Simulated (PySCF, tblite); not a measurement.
# C6H5F3O: a rotation path, then NMR shifts on frames

How do NMR shifts of C6H5F3O (`FC(F)=C(F)C1=COCC1`) change as the atoms move?

The runs use tblite 0.8.0 and PySCF 2.14.0, with density-fitted response routines of our own; the level of theory stands in each step. All values are computed, except where a source is named. Atoms count from 0, in the outputs and in this text.

**1. The starting structure**

15 atoms, charge 0, multiplicity 1; geometry from: GFN2-xTB.

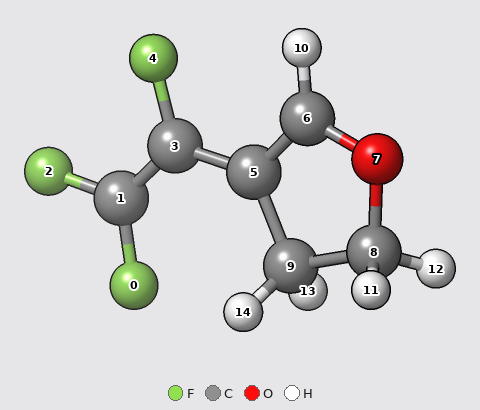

The starting geometry (fluorine green, carbon grey, oxygen red, hydrogen white), atoms numbered.

**2. A band between two rotamers with GFN2-xTB**

Job settings and geometry (Å):

```
{"job": {"kind": "neb", "xc": "GFN2-xTB", "basis": "xTB", "atoms": [4, 3, 5, 9], "turn": 180}, "charge": 0, "multiplicity": 1}
F      2.063604     0.852028    -1.457779
C      2.439179     0.204207    -0.355649
F      3.761959     0.122285    -0.287463
C      1.585789    -0.290513     0.548743
F      2.117997    -0.926417     1.615676
C      0.154994    -0.221858     0.511815
C     -0.687330    -0.731717     1.425948
O     -1.986596    -0.537420     1.164860
C     -2.093995     0.187647    -0.066655
C     -0.661647     0.440278    -0.572944
H     -0.461137    -1.269905     2.328947
H     -2.637909     1.113192     0.139825
H     -2.682927    -0.419508    -0.759189
H     -0.482196    -0.017638    -1.545836
H     -0.434200     1.503328    -0.654659
```

Level: GFN2-xTB climbing-image nudged elastic band, gas phase.

Started as:

```bash
OMP_NUM_THREADS=1 python probes_run.py task.json out
```

One launch serves the whole session: the jobs run in the order shown.

The program printed:

```text
image   E - E0 / eV
  0      -0.0000
  1       0.0383
  2       0.1346
  3       0.2419
  4       0.2895
  5       0.2500
  6       0.1607
  7       0.0842
  8       0.0525
```

It took 8.9 s on 1 thread, shared host.

The final band, with the dihedral F4–C3–C5–C9:

| image | dihedral (°) | energy (eV) | energy (kcal/mol) |
| --- | --- | --- | --- |
| 0 | 180 | 0.000 | 0.0 |
| 1 | 200 | 0.038 | 0.9 |
| 2 | 223 | 0.135 | 3.1 |
| 3 | 247 | 0.242 | 5.6 |
| 4 | 271 | 0.289 | 6.7 |
| 5 | 294 | 0.250 | 5.8 |
| 6 | 317 | 0.161 | 3.7 |
| 7 | 339 | 0.084 | 1.9 |
| 8 | 360 | 0.053 | 1.2 |

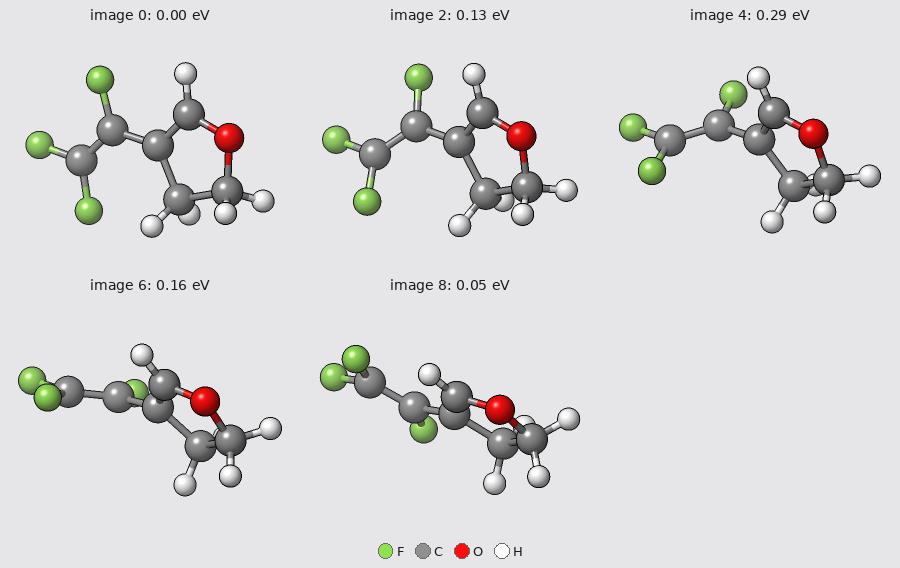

Images along the band.

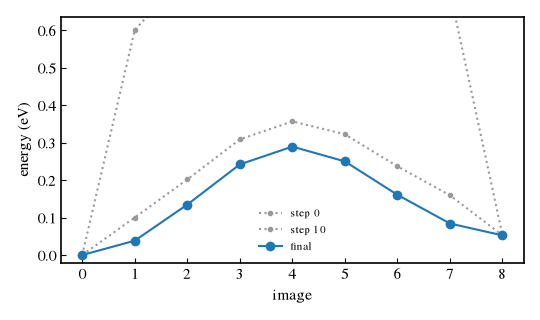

Energy along the band, early and final.

**3. Nuclear shieldings: image 0, PBE0/pcSseg-1**

Job settings and geometry (Å):

```
{"job": {"kind": "nmr", "xc": "PBE0", "basis": "pcSseg-1", "pop": false}, "charge": 0, "multiplicity": 1}
F      2.063600     0.852000    -1.457800
C      2.439200     0.204200    -0.355600
F      3.762000     0.122300    -0.287500
C      1.585800    -0.290500     0.548700
F      2.118000    -0.926400     1.615700
C      0.155000    -0.221900     0.511800
C     -0.687300    -0.731700     1.425900
O     -1.986600    -0.537400     1.164900
C     -2.094000     0.187600    -0.066700
C     -0.661600     0.440300    -0.572900
H     -0.461100    -1.269900     2.328900
H     -2.637900     1.113200     0.139800
H     -2.682900    -0.419500    -0.759200
H     -0.482200    -0.017600    -1.545800
H     -0.434200     1.503300    -0.654700
```

With the program's defaults for keys left out, this is: GIAO PBE0/pcSseg-1 NMR shielding, non-relativistic, gas phase.

The program printed:

```text
coarse grid: 13960 points
cycle   1  E = -605.4205502220  dE =  1.858e+00  |g| = 8.603e-01  |ddm| = 3.775e+00
cycle   2  E = -605.1474718827  dE =  2.731e-01  |g| = 1.477e+00  |ddm| = 1.832e+00
cycle   3  E = -605.5414279926  dE = -3.940e-01  |g| = 2.071e-01  |ddm| = 1.370e+00
cycle   4  E = -605.5491666248  dE = -7.739e-03  |g| = 1.104e-01  |ddm| = 3.055e-01
cycle   5  E = -605.5518752230  dE = -2.709e-03  |g| = 1.391e-02  |ddm| = 1.024e-01
cycle   6  E = -605.5519106443  dE = -3.542e-05  |g| = 6.376e-03  |ddm| = 1.585e-02
cycle   7  E = -605.5519190677  dE = -8.423e-06  |g| = 1.525e-03  |ddm| = 5.573e-03
final grid: 140128 points
cycle   8  E = -605.6404787261  dE = -3.919e-05  |g| = 1.248e-02  |ddm| = 3.662e-02
cycle   9  E = -605.6404256258  dE =  5.310e-05  |g| = 2.105e-02  |ddm| = 2.528e-02
cycle  10  E = -605.6405064943  dE = -8.087e-05  |g| = 2.422e-03  |ddm| = 1.797e-02
cycle  11  E = -605.6405079475  dE = -1.453e-06  |g| = 3.959e-04  |ddm| = 2.651e-03
cycle  12  E = -605.6405079794  dE = -3.196e-08  |g| = 1.482e-04  |ddm| = 4.894e-04
cycle  13  E = -605.6405079841  dE = -4.658e-09  |g| = 4.322e-05  |ddm| = 1.480e-04
cycle  14  E = -605.6405079844  dE = -3.456e-10  |g| = 1.246e-05  |ddm| = 4.388e-05
converged SCF energy = -605.6405079844

GIAO shielding tensors (ppm)
atom      isotropic    diamagn.    paramagn.     s11        s22        s33       span
  0 F      299.473     477.034    -177.560    256.606    304.694    337.121     80.515
  1 C       20.279     251.226    -230.947    -27.859     32.878     55.818     83.677
  2 F      280.884     468.163    -187.278    273.888    276.355    292.409     18.521
  3 C       50.063     245.428    -195.365     17.976     45.831     86.383     68.407
  4 F      367.493     471.328    -103.834    319.843    375.854    406.782     86.939
  5 C       80.140     263.798    -183.659     -8.429    119.205    129.643    138.072
  6 C       33.519     249.575    -216.057    -51.184     54.946     96.794    147.978
  7 O      194.832     395.831    -201.000    108.805    204.846    270.844    162.039
  8 C      113.132     246.123    -132.991     68.282    102.160    168.954    100.672
  9 C      154.199     245.764     -91.565    127.869    164.469    170.260     42.391
 10 H       25.008      30.554      -5.547     22.338     24.728     27.958      5.620
 11 H       26.991      28.419      -1.428     22.436     26.568     31.969      9.533
 12 H       26.995      28.547      -1.553     22.433     26.578     31.972      9.539
 13 H       28.709      30.662      -1.953     23.750     28.340     34.038     10.289
 14 H       28.715      30.500      -1.785     23.780     28.317     34.049     10.269
```

Run time: 83 s. Hardware: 1 thread, shared host.

Shifts follow as δ = σ(reference) − σ, with reference shieldings (ppm) from runs at the same level and on the same kind of geometry: ¹H TMS 31.72, ¹³C TMS 186.9, ¹⁹F CFCl3 170.9, ¹⁷O H2O 336.1. The references are single molecules in the gas phase, so shifts against H2O, NH3, PH3, H3PO4 or CFCl3 are not on the usual liquid scales and can be off by tens of ppm. Each atom is listed at this fixed geometry, with no averaging over motion; a spectrum would average atoms that exchange fast.

| atoms | environment | σ (ppm) | δ (ppm) |
| --- | --- | --- | --- |
| C1 | fully substituted alkene carbon | 20.3 | 166.6 |
| C6 | alkene carbon bearing oxygen | 33.5 | 153.4 |
| C3 | fully substituted alkene carbon | 50.1 | 136.9 |
| C5 | β carbon of an enol-ether or enamine type C=C | 80.1 | 106.8 |
| C8 | sp3 CH2 bonded to O | 113.1 | 73.8 |
| C9 | allylic sp3 CH2 | 154.2 | 32.7 |
| H10 | hydrogen on an alkene carbon bearing oxygen | 25.01 | 6.71 |
| H11 | hydrogen on an sp3 CH2 bonded to O | 26.99 | 4.73 |
| H12 | hydrogen on an sp3 CH2 bonded to O | 26.99 | 4.72 |
| H13 | hydrogen on an allylic sp3 CH2 | 28.71 | 3.01 |
| H14 | hydrogen on an allylic sp3 CH2 | 28.72 | 3.00 |
| F2 | vinylic fluorine | 280.9 | -109.9 |
| F0 | vinylic fluorine | 299.5 | -128.5 |
| F4 | vinylic fluorine | 367.5 | -196.5 |
| O7 | ether oxygen | 194.8 | 141.2 |

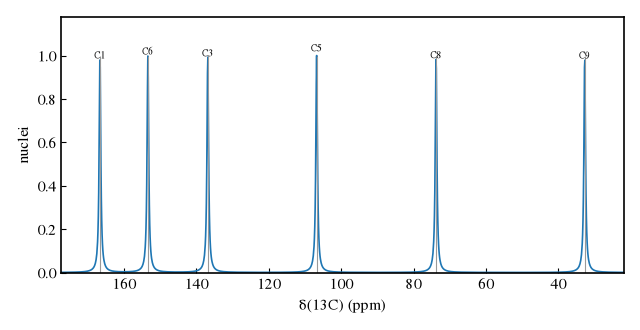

¹³C lines at the computed shifts, without couplings. Lines are broadened to a width of 0.54 ppm (Lorentzian).

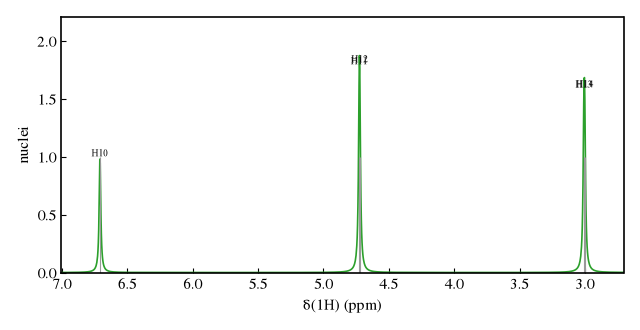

¹H lines at the computed shifts, without couplings. Lines are broadened to a width of 0.01 ppm (Lorentzian).

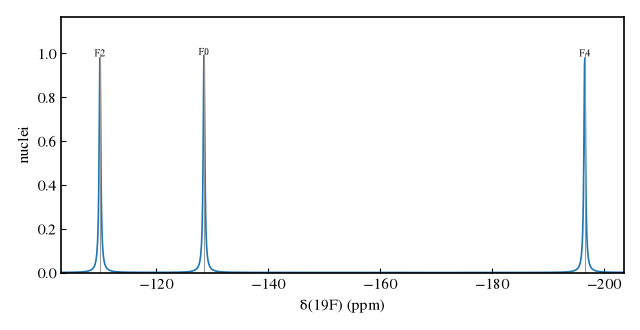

¹⁹F lines at the computed shifts, without couplings. Lines are broadened to a width of 0.35 ppm (Lorentzian).

Ring of atoms C5, C6, O7, C8, C9: NICS(0) -3.9, NICS(1) -1.9, NICS(1)zz -2.2 ppm (means of both faces).

**4. Nuclear shieldings: image 2, PBE0/pcSseg-1**

Job settings and geometry (Å):

```
{"job": {"kind": "nmr", "xc": "PBE0", "basis": "pcSseg-1", "pop": false}, "charge": 0, "multiplicity": 1}
F      2.144000     1.546700    -0.701500
C      2.478700     0.382100    -0.150500
F      3.790500     0.196400    -0.202600
C      1.589200    -0.455300     0.384200
F      2.061800    -1.580800     0.968500
C      0.154700    -0.267400     0.437700
C     -0.639000    -0.524700     1.485700
O     -1.941000    -0.274400     1.286600
C     -2.108300     0.194300    -0.057300
C     -0.710900     0.219200    -0.705800
H     -0.376200    -0.878000     2.467200
H     -2.570000     1.184500    -0.010700
H     -2.797000    -0.490300    -0.561000
H     -0.650200    -0.459700    -1.558000
H     -0.430500     1.215400    -1.046600
```

Method: GIAO PBE0/pcSseg-1 NMR shielding, non-relativistic, gas phase.

The program printed:

```text
coarse grid: 13960 points
cycle   1  E = -605.4210676686  dE =  1.839e+00  |g| = 8.529e-01  |ddm| = 3.734e+00
cycle   2  E = -605.2144267274  dE =  2.066e-01  |g| = 1.381e+00  |ddm| = 1.718e+00
cycle   3  E = -605.5418527725  dE = -3.274e-01  |g| = 1.625e-01  |ddm| = 1.223e+00
cycle   4  E = -605.5457048946  dE = -3.852e-03  |g| = 1.011e-01  |ddm| = 2.348e-01
cycle   5  E = -605.5479793942  dE = -2.274e-03  |g| = 1.548e-02  |ddm| = 9.539e-02
cycle   6  E = -605.5480142723  dE = -3.488e-05  |g| = 8.988e-03  |ddm| = 2.075e-02
cycle   7  E = -605.5480314074  dE = -1.714e-05  |g| = 1.381e-03  |ddm| = 8.676e-03
cycle   8  E = -605.5480318228  dE = -4.154e-07  |g| = 3.736e-04  |ddm| = 1.512e-03
final grid: 140128 points
cycle   9  E = -605.6364057205  dE = -3.954e-05  |g| = 1.198e-02  |ddm| = 3.465e-02
cycle  10  E = -605.6363599233  dE =  4.580e-05  |g| = 1.992e-02  |ddm| = 2.347e-02
cycle  11  E = -605.6364317668  dE = -7.184e-05  |g| = 2.299e-03  |ddm| = 1.620e-02
cycle  12  E = -605.6364330213  dE = -1.255e-06  |g| = 4.154e-04  |ddm| = 2.409e-03
cycle  13  E = -605.6364330565  dE = -3.516e-08  |g| = 1.364e-04  |ddm| = 4.835e-04
cycle  14  E = -605.6364330604  dE = -3.912e-09  |g| = 4.085e-05  |ddm| = 1.421e-04
cycle  15  E = -605.6364330608  dE = -3.540e-10  |g| = 9.481e-06  |ddm| = 4.052e-05
converged SCF energy = -605.6364330608

GIAO shielding tensors (ppm)
atom      isotropic    diamagn.    paramagn.     s11        s22        s33       span
  0 F      294.354     476.556    -182.202    261.435    301.142    320.484     59.049
  1 C       20.024     250.852    -230.828    -35.781     39.342     56.511     92.292
  2 F      275.746     468.533    -192.787    258.956    276.905    291.377     32.422
  3 C       52.664     245.644    -192.980     13.792     57.905     86.295     72.503
  4 F      347.504     471.294    -123.790    299.213    366.658    376.640     77.427
  5 C       80.506     263.234    -182.729    -11.097    122.178    130.436    141.534
  6 C       28.335     249.997    -221.662    -65.368     53.402     96.971    162.339
  7 O      189.363     396.036    -206.673    102.044    199.887    266.157    164.112
  8 C      113.760     246.357    -132.596     70.584    101.822    168.876     98.292
  9 C      152.790     246.260     -93.470    124.048    161.212    173.110     49.062
 10 H       24.924      30.316      -5.392     22.645     24.080     28.047      5.403
 11 H       27.002      28.636      -1.634     22.611     26.473     31.923      9.312
 12 H       26.944      28.426      -1.482     22.485     26.340     32.007      9.522
 13 H       28.783      30.254      -1.471     24.719     27.201     34.430      9.712
 14 H       28.537      30.682      -2.145     23.434     28.407     33.770     10.336
```

It took 83 s on 1 thread, shared host.

Key values: δ C1 166.9, C6 158.6, C3 134.3, C5 106.4, H10 6.79, H12 4.77 ppm.

(Part 1 of 2 ends here.)
